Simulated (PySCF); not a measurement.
# CHCl2F: NMR shifts, electronic excitations and K edges in gas and solvents, part 2 of 2

PySCF 2.14.0. Atoms count from 0. Earlier steps stand in the parts before.

### Step 10. Excited states and response: CAM-B3LYP/def2-SVPD in dichloromethane

Job settings and geometry (Å):

```
{"job": {"kind": "uv", "xc": "CAM-B3LYP", "basis": "def2-SVPD", "solvent": "dichloromethane", "nstates": 6, "ntriplets": 0}, "charge": 0, "multiplicity": 1}
F      0.278214     1.066077    -0.841700
C      0.036752     0.105145     0.049155
Cl     1.129399    -1.254768    -0.232050
Cl    -1.654245    -0.394102    -0.056491
H      0.217076     0.481352     1.064750
```

With the program's defaults for keys left out, this is: TDDFT CAM-B3LYP/def2-SVPD, vertical, IEF-PCM dichloromethane (non-equilibrium linear response), core orbitals frozen in the response.

Log:

```text
coarse grid: 6040 points
cycle   1  E = -1058.3313664579  dE =  5.176e-01  |g| = 6.787e-01  |ddm| = 2.525e+00
cycle   2  E = -1058.2752631943  dE =  5.610e-02  |g| = 9.134e-01  |ddm| = 1.515e+00
cycle   3  E = -1058.4399573271  dE = -1.647e-01  |g| = 3.676e-02  |ddm| = 8.846e-01
cycle   4  E = -1058.4401582184  dE = -2.009e-04  |g| = 3.022e-02  |ddm| = 8.009e-02
cycle   5  E = -1058.4403226286  dE = -1.644e-04  |g| = 3.598e-03  |ddm| = 2.461e-02
cycle   6  E = -1058.4403277081  dE = -5.079e-06  |g| = 5.964e-04  |ddm| = 9.386e-03
final grid: 51680 points
cycle   7  E = -1058.5514777899  dE = -9.354e-06  |g| = 2.158e-03  |ddm| = 1.721e-02
cycle   8  E = -1058.5514778509  dE = -6.097e-08  |g| = 2.191e-03  |ddm| = 4.038e-03
cycle   9  E = -1058.5514787397  dE = -8.888e-07  |g| = 2.810e-04  |ddm| = 2.069e-03
cycle  10  E = -1058.5514787561  dE = -1.641e-08  |g| = 6.706e-05  |ddm| = 4.009e-04
cycle  11  E = -1058.5514787571  dE = -1.064e-09  |g| = 3.121e-05  |ddm| = 1.086e-04
cycle  12  E = -1058.5514787574  dE = -2.212e-10  |g| = 3.615e-06  |ddm| = 3.763e-05
converged SCF energy = -1058.5514787574

Static polarisability (au): isotropic 54.203, principal 45.716 51.095 65.798

Singlet excitations
state   eV       nm        f      main configurations
  1   7.2381    171.3   0.02062   H->L 0.88
  2   7.4464    166.5   0.00362   H-1->L 0.85
  3   7.5571    164.1   0.00024   H-2->L 0.83, H-1->L+1 0.08
  4   7.9984    155.0   0.00080   H-3->L 0.51, H->L+1 0.35
  5   8.6984    142.5   0.00398   H->L+1 0.39, H-3->L 0.26, H-2->L+1 0.13
  6   8.8228    140.5   0.01550   H-1->L+1 0.54, H->L+2 0.19
```

It took 5.2 s on 1 thread, shared host.

This run: HOMO -10.60 eV, LUMO 0.65 eV; lowest singlet 7.24 eV.

### Step 11. K-edge absorption: BHandHLYP/def2-SVPD+aug-pcX-1+pcseg-1

Job settings and geometry (Å):

```
{"job": {"kind": "xas", "xc": "BHandHLYP", "basis": {"default": "aug-pcX-1", "H": "pcseg-1", "Cl": "def2-SVPD"}}, "charge": 0, "multiplicity": 1}
F      0.278214     1.066077    -0.841700
C      0.036752     0.105145     0.049155
Cl     1.129399    -1.254768    -0.232050
Cl    -1.654245    -0.394102    -0.056491
H      0.217076     0.481352     1.064750
```

Method: core-valence-separated TDA BHandHLYP/aug-pcX-1 H:pcseg-1 Cl:def2-SVPD, K edges, non-relativistic, gas phase.

Log:

```text
coarse grid: 6040 points
cycle   1  E = -1058.4061244346  dE =  5.258e-01  |g| = 6.744e-01  |ddm| = 2.277e+00
cycle   2  E = -1058.3586268881  dE =  4.750e-02  |g| = 8.843e-01  |ddm| = 1.151e+00
cycle   3  E = -1058.5094389341  dE = -1.508e-01  |g| = 2.376e-02  |ddm| = 6.424e-01
cycle   4  E = -1058.5096570644  dE = -2.181e-04  |g| = 1.065e-02  |ddm| = 5.227e-02
cycle   5  E = -1058.5096802252  dE = -2.316e-05  |g| = 4.986e-03  |ddm| = 1.354e-02
cycle   6  E = -1058.5096851717  dE = -4.947e-06  |g| = 1.063e-03  |ddm| = 5.632e-03
final grid: 51680 points
cycle   7  E = -1058.5746956231  dE = -3.079e-05  |g| = 2.283e-03  |ddm| = 1.467e-02
cycle   8  E = -1058.5746957887  dE = -1.656e-07  |g| = 1.875e-03  |ddm| = 2.713e-03
cycle   9  E = -1058.5746962701  dE = -4.813e-07  |g| = 3.663e-04  |ddm| = 1.185e-03
cycle  10  E = -1058.5746962905  dE = -2.045e-08  |g| = 9.490e-05  |ddm| = 3.347e-04
cycle  11  E = -1058.5746962927  dE = -2.138e-09  |g| = 9.737e-06  |ddm| = 1.127e-04
cycle  12  E = -1058.5746962927  dE = -3.752e-11  |g| = 6.886e-06  |ddm| = 2.307e-05
converged SCF energy = -1058.5746962927

C K edge
   eV          f      from atoms
  288.268   0.05967   C1
  288.421   0.09350   C1
  290.348   0.05862   C1
  291.424   0.01620   C1
  293.359   0.00214   C1
  293.381   0.00095   C1
  293.642   0.00683   C1
  294.608   0.00452   C1

F K edge
   eV          f      from atoms
  686.251   0.03652   F0
  687.162   0.00371   F0
  687.661   0.00777   F0
  688.214   0.00713   F0
  688.957   0.00443   F0
  689.339   0.00105   F0
  689.432   0.00518   F0
  690.572   0.00526   F0
```

Wall time 3.3 s (1 thread, shared host).

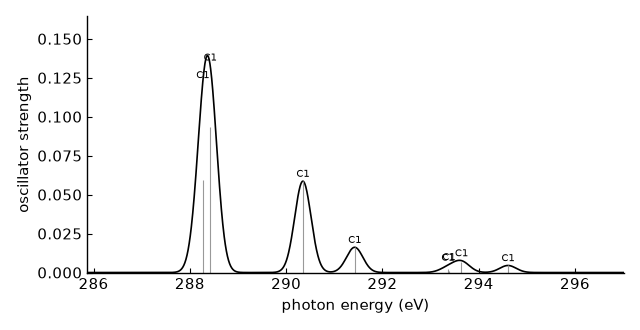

The C K edge. Lines are broadened to a width of 0.40 eV (Gaussian).

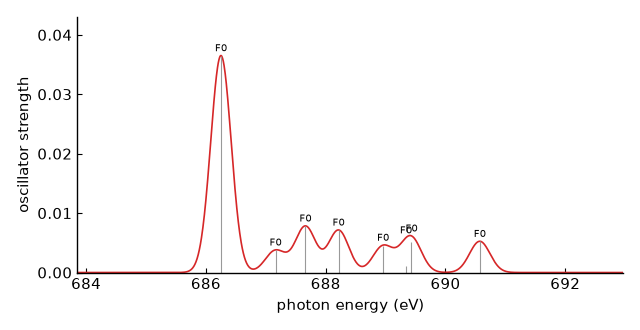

The F K edge. Lines are broadened to a width of 0.40 eV (Gaussian).

### Step 12. Run by run: NMR shifts

Shifts (ppm), with basis size and wall time (the measured row can stand on another reference than the computed rows):

```
                             run     C1    H4     F0  functions   time
     PBE0/pcSseg-1 in chloroform  120.0  7.50  -89.4         87    4 s
PBE0/pcSseg-1 in dichloromethane  120.2  7.55  -89.6         87  2.7 s
PBE0/pcSseg-1 in tetrahydrofuran  120.2  7.54  -89.6         87  2.7 s
     WP04/pcSseg-1 in chloroform  127.8  7.43  -85.8         87  2.9 s
  wB97X-D/pcSseg-1 in chloroform  118.6  7.38  -86.6         87  3.7 s
                        measured      –     –  -80.8          –      –
```

Measured: G. Saielli, R. Bini, A. Bagno, Computational 19F NMR. 2. Organic compounds, RSC Adv. 2014, ESI (exp. from Berger-Braun-Kalinowski 1994 and Everett 1995).

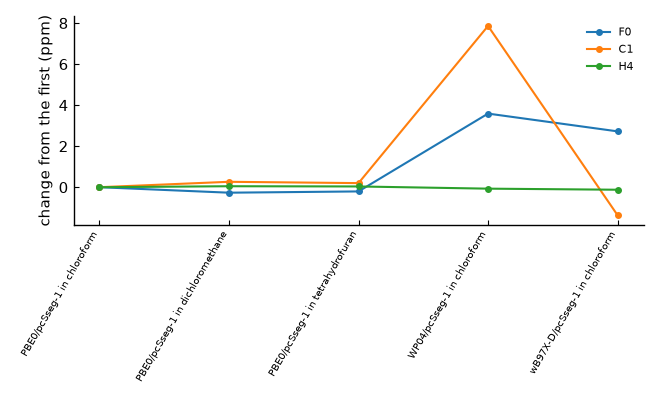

How the tabulated atoms move from run to run.

### Step 13. Comparing the runs: electronic excitations

Excitations and ground-state properties, with basis size and wall time:

| run | lowest singlet (eV) | brightest (eV) | f | gap (eV) | α (Å³) | μ (D) | functions | time |
| --- | --- | --- | --- | --- | --- | --- | --- | --- |
| CAM-B3LYP/def2-SVPD | 7.18 | 7.18 | 0.015 | 11.14 | 6.40 | 1.30 | 105 | 6.3 s |
| CAM-B3LYP/def2-SVPD in chloroform | 7.22 | 7.22 | 0.021 | 11.23 | 7.73 | 1.61 | 105 | 5.4 s |
| CAM-B3LYP/def2-SVPD in dichloromethane | 7.24 | 7.24 | 0.021 | 11.24 | 8.03 | 1.69 | 105 | 5.2 s |

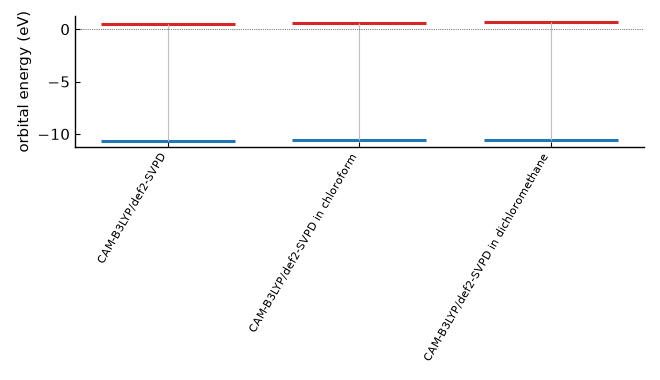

HOMO (blue) and LUMO (red) run by run.

The continuum's effect on the ground state:

| solvent | ε | polarisation energy (Eh) | μ (D) |
| --- | --- | --- | --- |
| chloroform | 4.71 | -0.0035 | 1.61 |
| dichloromethane | 8.93 | -0.0044 | 1.69 |

### Step 14. Outcome

This closing draws on all 2 parts.

| quantity | value |
| --- | --- |
| point group | Cs |
| rotational constants (main isotopes) | 7.01, 3.28, 2.34 GHz |
| 13C shifts against TMS (PBE0/pcSseg-1, chloroform) | 120.0 ppm |
| 1H shifts against TMS (PBE0/pcSseg-1, chloroform) | 7.50 ppm |
| 19F shifts against CFCl3 (PBE0/pcSseg-1, chloroform) | -89.4 ppm |
| shieldings of Cl (PBE0/pcSseg-1, chloroform, a mean where the table joins atoms) | Cl2 596.4 ppm |
| measured, and computed on the same scale | F0 δ -80.8, -89.4 ppm |
| lowest singlet (CAM-B3LYP/def2-SVPD) | 7.18 eV (173 nm), f = 0.015 |
| C K edge | first line 288.27 eV, strongest 288.42 eV (f = 0.093) |
| F K edge | first line 686.25 eV, strongest 686.25 eV (f = 0.037) |
| range of the shift of F0 (PBE0/pcSseg-1 runs) | -89.6 to -89.4 ppm |
| range of the lowest singlet | 7.18 to 7.24 eV |

The optimisation took 3 steps and gained 0.007 eV; among the close pairs (by a distance rule), F0–C1 changed most, from 1.342 to 1.332 Å. C1 stands next to heavy halogen, whose spin-orbit shielding this run leaves out, so the computed shift lies too far downfield, most of all for carbon beside Br or I. The one measured 19F shift is missed by -8.6 ppm (computed less measured, unscaled). Vibration and temperature are missing from the calculation, so part of the miss against the measured shifts is not the functional's. The lowest singlet, at 7.18 eV, is HOMO→LUMO 0.87 and is weak. The polarisability is 3 % below the measured 6.61 Å³. At the C edge the strongest single line lifts a 1s electron of C1 into several orbitals, led by LUMO+5 (weight 0.38), 0.2 eV above the first line. At the F edge the strongest single line lifts a 1s electron of F0 into several orbitals, led by LUMO+11 (weight 0.19), and it is the first line. Absolute edge energies from this method are off by several eV; spacings are better. The lowest singlet runs from 7.18 eV (CAM-B3LYP/def2-SVPD) to 7.24 eV (CAM-B3LYP/def2-SVPD in dichloromethane), while the orbital gap spans 11.14 to 11.24 eV. The lowest state need not be the same one in every run. The continuum holds electrostatics alone: no hydrogen bonds to the solvent, and the gas-phase geometry is kept.
